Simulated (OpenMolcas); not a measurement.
**Energy and gradient calculation, with input and output: B₂H₄F (charge −1)**

System: B₂H₄F, charge −1, SMILES B[BH2-]F.
Method: HF/def2-SVP, RHF (OpenMolcas 26.06).

The geometry comes from this level: GFN2-xTB.

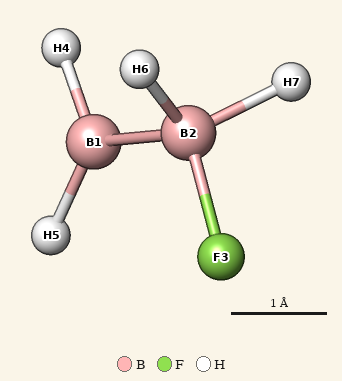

The input geometry (ball-and-stick view, seen at a tilt; atoms are numbered from 1 in the order of the input). Bond lengths as drawn: B–B 1.68 Å, B–F 1.48 Å and B–H 1.19 to 1.24 Å.

Summary

```json
{"quantity": "outcome", "value": "converged"}
{"quantity": "total energy", "value": "−151.013686 hartree"}
{"quantity": "basis functions", "value": "62"}
{"quantity": "largest force", "value": "1.827 eV/Å"}
{"quantity": "HOMO", "value": "−4.44 eV"}
{"quantity": "LUMO", "value": "7.55 eV"}
{"quantity": "hardware", "value": "1 thread of Arm Neoverse V2, 24 GiB of memory available, shared host"}
{"quantity": "wall time", "value": "3.3 s"}
{"quantity": "peak memory", "value": "0.4 GiB"}
```

Input file
```
>>> EXPORT MOLCAS_PRINT=2

&gateway
  baslib=$CurrDir
  coord
  7
  angstrom
  B       -0.557490      -0.547080      -0.606600
  B        0.368860       0.392230       0.434760
  F        1.833710       0.217080       0.299000
  H       -1.752900      -0.488230      -0.588920
  H       -0.165490      -1.324120      -1.424330
  H        0.111990       0.150390       1.619360
  H        0.161310       1.599740       0.266740
  basis=def2-SVP
  group=NoSym

&seward

&scf
  charge=-1
  thresholds=1e-10 1e-07 1e-07 1e-05
  prorbitals=0

&alaska
```

Launch command:
```bash
export MOLCAS_MEM=1860
pymolcas job.input > job.log
```

The program's output
```
--- Start Module: gateway ---

                                              &GATEWAY

                       available to each process: 1.9 GB of memory, 1 thread

 Basis Set     1 Label: B.DEF2-SVP
 Basis set is read from library:.
 basistype.tbl is not found

 Basis Set     2 Label: F.DEF2-SVP
 Basis set is read from library:.
 basistype.tbl is not found

 Basis Set     3 Label: H.DEF2-SVP
 Basis set is read from library:.
 basistype.tbl is not found

++    Symmetry information:
      ---------------------

                    Character Table for C1

                             E
                    a        1  x, y, xy, Rz, z, xz, Ry, yz, Rx, I
--

++    Basis set information:
      ----------------------

      Basis set label: B.DEF2-SVP.........

      Electronic valence basis set:
      ------------------
      Associated Effective Charge   5.000000 au
      Associated Actual Charge      5.000000 au
      Nuclear Model: Point charge

      Shell  nPrim  nBasis  Cartesian Spherical Contaminant
         s       7       3        X
         p       4       2        X
         d       1       1                 X

      Basis set label: F.DEF2-SVP.........

      Electronic valence basis set:
      ------------------
      Associated Effective Charge   9.000000 au
      Associated Actual Charge      9.000000 au
      Nuclear Model: Point charge

      Shell  nPrim  nBasis  Cartesian Spherical Contaminant
         s       7       3        X
         p       4       2        X
         d       1       1                 X

      Basis set label: H.DEF2-SVP.........

      Electronic valence basis set:
      ------------------
      Associated Effective Charge   1.000000 au
      Associated Actual Charge      1.000000 au
      Nuclear Model: Point charge

      Shell  nPrim  nBasis  Cartesian Spherical Contaminant
         s       4       2        X
         p       1       1        X
--

++    Molecular structure info:
      -------------------------

                    ************************************************
                    **** Cartesian Coordinates / bohr, angstrom ****
                    ************************************************

     Center  Label                x              y              z                     x              y              z
        1      B1              -1.053503      -1.033831      -1.146308             -0.557490      -0.547080      -0.606600
        2      B2               0.697044       0.741207       0.821577              0.368860       0.392230       0.434760
        3      F3               3.465210       0.410222       0.565028              1.833710       0.217080       0.299000
        4      H4              -3.312501      -0.922621      -1.112898             -1.752900      -0.488230      -0.588920
        5      H5              -0.312731      -2.502224      -2.691594             -0.165490      -1.324120      -1.424330
        6      H6               0.211630       0.284196       3.060147              0.111990       0.150390       1.619360
        7      H7               0.304832       3.023070       0.504066              0.161310       1.599740       0.266740

                    ***************************************
                    *    InterNuclear Distances / bohr    *
                    ***************************************

               1 B1            2 B2            3 F3            4 H4            5 H5            6 H6
    1 B1       0.000000
    2 B2       3.176122        0.000000
    3 F3       5.043087        2.799662        0.000000
    4 H4       2.261980        4.752575        7.108394        0.000000
    5 H5       2.256730        4.886907        5.775877        3.739793        0.000000
    6 H6       4.586068        2.335740        4.102107        5.593765        6.412613        0.000000
    7 H7       4.585549        2.336995        4.101059        5.591793        6.412683        3.747489

               7 H7
    7 H7       0.000000

                    *******************************************
                    *    InterNuclear Distances / angstrom    *
                    *******************************************

               1 B1            2 B2            3 F3            4 H4            5 H5            6 H6
    1 B1       0.000000
    2 B2       1.680731        0.000000
    3 F3       2.668687        1.481517        0.000000
    4 H4       1.196988        2.514954        3.761600        0.000000
    5 H5       1.194210        2.586040        3.056463        1.979013        0.000000
    6 H6       2.426843        1.236020        2.170741        2.960093        3.393409        0.000000
    7 H7       2.426568        1.236684        2.170187        2.959049        3.393446        1.983086

               7 H7
    7 H7       0.000000

                    **************************************
                    *    Valence Bond Angles / degree    *
                    **************************************
                          Atom centers                 Phi
                      4 H4       1 B1       5 H5       111.71
                      3 F3       2 B2       6 H6       105.67
                      3 F3       2 B2       7 H7       105.60
                      6 H6       2 B2       7 H7       106.64
--

            Nuclear Potential Energy             54.24633963 au

--- Stop Module: gateway /rc=_RC_ALL_IS_WELL_ ---

--- Start Module: seward ---

                                              &SEWARD

                       available to each process: 1.9 GB of memory, 1 thread

               SEWARD will generate:
                  Multipole Moment integrals up to order  2
                  Kinetic Energy integrals
                  Nuclear Attraction integrals (point charge)
                  One-Electron Hamiltonian integrals
                  Velocity integrals
                  Orbital angular momentum around (  1.3047   0.0989   0.1536 )
                  Velocity quadrupole around (  1.3047   0.0989   0.1536 )
                  Two-Electron Repulsion integrals

                   Integrals are discarded if absolute value <: 1.00E-14
                   Integral cutoff threshold is set to       <: 1.00E-16

            Nuclear Potential Energy             54.24633963 au

      Basis set specifications :
      Symmetry species         a
      Basis functions           62

--- Stop Module: seward /rc=_RC_ALL_IS_WELL_ ---

--- Start Module: scf ---

                                                &SCF

                       available to each process: 1.9 GB of memory, 1 thread

++    Input section:
      --------------

      Header of the integral files:

      Cartesian coordinates in angstrom:
      -----------------------------------------------------
      No.  Label        X            Y            Z
      -----------------------------------------------------
       1   B1        -0.55749000  -0.54708000  -0.60660000
       2   B2         0.36886000   0.39223000   0.43476000
       3   F3         1.83371000   0.21708000   0.29900000
       4   H4        -1.75290000  -0.48823000  -0.58892000
       5   H5        -0.16549000  -1.32412000  -1.42433000
       6   H6         0.11199000   0.15039000   1.61936000
       7   H7         0.16131000   1.59974000   0.26674000
      -----------------------------------------------------
      Nuclear repulsion energy =   54.24633963
--

++    Orbital specifications:
      -----------------------

      Symmetry species               1
                                     a
      Frozen orbitals                0
      Aufbau                        12
      Start temperature = 0.500
      End temperature   = 0.010
      Temperature Factor= 0.460
      Deleted orbitals               0
      Total number of orbitals      62
      Number of basis functions     62
--

      Molecular charge                          -1.000

++    Optimization specifications:
      ----------------------------

      SCF Algorithm: Conventional
      Minimized density differences are used
      Number of density matrices in core                 5
      Maximum number of NDDO SCF iterations            400
      Maximum number of HF SCF iterations              400
      Threshold for SCF energy change             1.00E-10
      Threshold for density matrix                1.00E-07
      Threshold for Fock matrix                   1.00E-07
      Threshold for linear dependence             1.00E-09
      Threshold at which DIIS is turned on        1.50E-01
      Maximum depth in the DIIS procedure                5
      Maximum depth in the BFGS Hessian update          30
      Threshold at which QNR/C2DIIS is turned on  7.50E-02
      Threshold for Norm(delta) (QNR/C2DIIS)      1.00E-05
      All orbitals punched on: SCFORB
--

      Input vectors read from INPORB
      Orbital file label: *Guess orbitals

++ Convergence information
                                   SCF        iterations: Energy and convergence statistics

Iter     Tot. SCF        One-elec.       Two-elec.     Energy      Max Dij or  Max Fij      DNorm      TNorm      AccCon     Time
         Energy          Energy          Energy        Change      Delta Norm                                                in Sec.
   1  -145.199408399  -313.176880514   113.731132485   0.00E+00    1.26E-01*   9.59E-01*    8.21E+00   7.69E+01   None         0.
   2  -146.993607214  -320.054622350   118.814675506  -1.79E+00*   2.89E-01*   5.85E-01*    6.72E+01   7.72E+01   EDIIS        0.
   3  -146.565320253  -307.410049098   106.598389216   4.28E-01*   7.47E-02*   2.55E-01*    6.95E+00   7.48E+01   EDIIS        0.
   4  -150.784754145  -324.773614678   119.742520904  -4.22E+00*   2.02E-01*   1.97E-01*    4.47E+00   7.83E+01   EDIIS        0.
   5  -150.957694536  -319.455076916   114.251042751  -1.73E-01*   1.09E-01*   1.57E-01*    2.36E+00   7.70E+01   EDIIS        0.
   6  -150.993568818  -322.435815887   117.195907440  -3.59E-02*   2.68E-02*   6.14E-02*    6.08E-01   7.77E+01   EDIIS        0.
   7  -151.010935013  -320.955484908   115.698210266  -1.74E-02*   2.41E-02*   3.65E-02*    1.35E-01   7.73E+01   EDIIS        0.
   8  -151.012621172  -321.575593801   116.316633000  -1.69E-03*   6.12E-03*   1.44E-02*    3.31E-02   7.75E+01   EDIIS        0.

       Fermi aufbau procedure completed!
      nOcc=   12

   9  -151.013577450  -321.261604709   116.001687630  -9.56E-04*   1.58E-03*   3.81E-03*    5.79E-03   7.74E+01   c2DIIS       0.
  10  -151.013684696  -321.335966683   116.075942359  -1.07E-04*   5.48E-04*   1.71E-04*    7.33E-04   7.74E+01   QNRc2DIIS    0.
  11  -151.013685368  -321.335204710   116.075179713  -6.72E-07*   4.33E-04*   7.77E-05*    1.31E-04   7.74E+01   QNRc2DIIS    0.
  12  -151.013685523  -321.335395891   116.075370739  -1.55E-07*   2.35E-05*   2.04E-05*    7.15E-05   7.74E+01   QNRc2DIIS    0.
  13  -151.013685526  -321.335082248   116.075057094  -2.71E-09*   1.15E-05*   1.71E-06*    1.13E-05   7.74E+01   QNRc2DIIS    0.
  14  -151.013685526  -321.335103909   116.075078754  -1.56E-10*   1.38E-06    4.09E-07*    6.88E-04   7.74E+01   QNRc2DIIS    0.
  15  -151.013685526  -321.335094839   116.075069684  -4.21E-12    4.70E-07    1.16E-07*    1.54E-03   7.74E+01   QNRc2DIIS    0.
  16  -151.013685526  -321.335097498   116.075072343   9.09E-13*   2.15E-07    3.35E-08     7.77E-04   7.74E+01   QNRc2DIIS    0.
  17  -151.013685526  -321.335096748   116.075071593  -1.14E-12    9.58E-08    1.57E-08     9.94E-05   7.74E+01   QNRc2DIIS    0.

       Convergence after  17 Iterations
--

 *****************************************************************************************************************************
 *                                             SCF/KS-DFT Program, Final results                                             *
 *                                                       Final Results                                                       *
 *****************************************************************************************************************************

::    Total SCF energy                               -151.0136855257
      One-electron energy                            -321.3350967481
      Two-electron energy                             116.0750715931
      Nuclear repulsion energy                         54.2463396293
      Kinetic energy (interpolated)                   150.7371010173
      Virial theorem                                    1.0018348801
      Total spin, S(S+1)                                0.0000000000
      Total spin, S                                     0.0000000000
      Max non-diagonal density matrix element           0.0000001653
      Max non-diagonal Fock matrix element              0.0000000207

      No orbitals printed

++    Molecular charges:
      ------------------

      Mulliken charges per centre
      ---------------------------

                B1      B2      F3      H4      H5      H6      H7
      Total    4.9745  4.5833  9.4953  1.1899  1.1719  1.2924  1.2927

      N-E      0.0255  0.4167 -0.4953 -0.1899 -0.1719 -0.2924 -0.2927

      Total electronic charge=   24.000000

      Total            charge=   -1.000000
--

++    Molecular properties:
      ---------------------

      Charge (e):
                      =   -1.0000
      Dipole Moment (debye):
      Origin of the operator (angstrom)=    0.6904    0.0523    0.0813
                   X=  5.4104E-01               Y= -9.7223E-01               Z= -1.0188E+00           Total=  1.5086E+00
      Center of Charge (angstrom)
                     X=    0.57779392               Y=    0.25472769               Z=    0.29337246
      Quadrupole Moment (debye*angstrom):
      Origin of the operator (angstrom)=    0.6904    0.0523    0.0813
                  XX= -3.0563E+01              XY= -9.2361E-01              XZ= -1.2673E+00              YY= -2.5668E+01
                  YZ= -2.8234E+00              ZZ= -2.6133E+01
      In traceless form (debye*angstrom)
                  XX= -4.6632E+00              XY= -1.3854E+00              XZ= -1.9009E+00              YY=  2.6804E+00
                  YZ= -4.2352E+00              ZZ=  1.9828E+00
--

--- Stop Module: scf /rc=_RC_ALL_IS_WELL_ ---
--- Module scf spent 1 second ---

--- Start Module: alaska ---

                                              &ALASKA

                       available to each process: 1.9 GB of memory, 1 thread

                     Threshold for contributions to the gradient: 1.000E-07

                    ********************************************
                    * Symmetry Adapted Cartesian Displacements *
                    ********************************************

           Irreducible representation : a
           Basis function(s) of irrep: x, y, xy, Rz, z, xz, Ry, yz, Rx, I

 Basis Label        Type   Center Phase
   1   B1           x         1     1
   2   B1           y         1     1
   3   B1           z         1     1
   4   B2           x         2     1
   5   B2           y         2     1
   6   B2           z         2     1
   7   F3           x         3     1
   8   F3           y         3     1
   9   F3           z         3     1
  10   H4           x         4     1
  11   H4           y         4     1
  12   H4           z         4     1
  13   H5           x         5     1
  14   H5           y         5     1
  15   H5           z         5     1
  16   H6           x         6     1
  17   H6           y         6     1
  18   H6           z         6     1
  19   H7           x         7     1
  20   H7           y         7     1
  21   H7           z         7     1

                     No automatic utilization of translational and rotational invariance of the energy is employed.

 Conventional ERI gradients!

 **************************************************
 *              Molecular gradients               *
 **************************************************

  Irreducible representation: a
 ------------------------------------------------------------------------------------------
                              X                       Y                       Z
 ------------------------------------------------------------------------------------------
  B1                1.64409803721544E-03   -1.73135222637288E-03   -1.82186267472395E-03
  B2               -3.40826332580124E-02   -6.42049735781836E-03   -7.70870992248640E-03
  F3                5.60813102367064E-03    3.09229132538413E-03    3.39188774175241E-03
  H4                1.41539655579490E-02   -7.96362568484154E-04   -3.30729402320498E-04
  H5               -5.71598222718944E-03    9.05340979455560E-03    9.50027396556385E-03
  H6                9.36528885274401E-03    3.88692505780724E-03   -6.70592973732198E-03
  H7                9.02713201360938E-03   -7.08441402507143E-03    3.67507002954916E-03
 ------------------------------------------------------------------------------------------

--- Stop Module: alaska /rc=_RC_ALL_IS_WELL_ ---

.##################.
.# Happy landing! #.
.##################.

    Timing: Wall=2.87 User=2.43 System=0.41
```

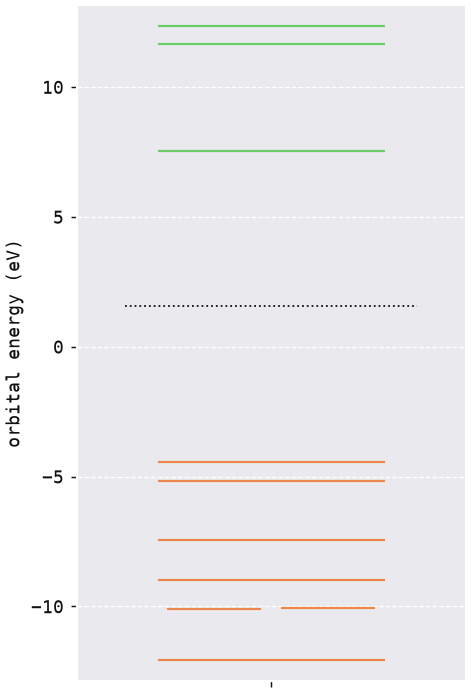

Orbital energies near the frontier; the dotted line parts filled from empty levels, and levels within 0.02 eV of each other stand side by side. Highest filled −4.44 eV, lowest empty 7.55 eV, 11.99 eV apart.

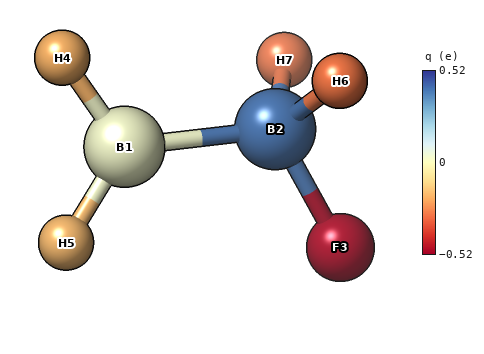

Mulliken charges, as the colour of each atom (ball-and-stick view, seen at a tilt; atoms are numbered from 1 in the order of the input). By element: B +0.03 to +0.42, F −0.50 and H −0.29 to −0.17 e.
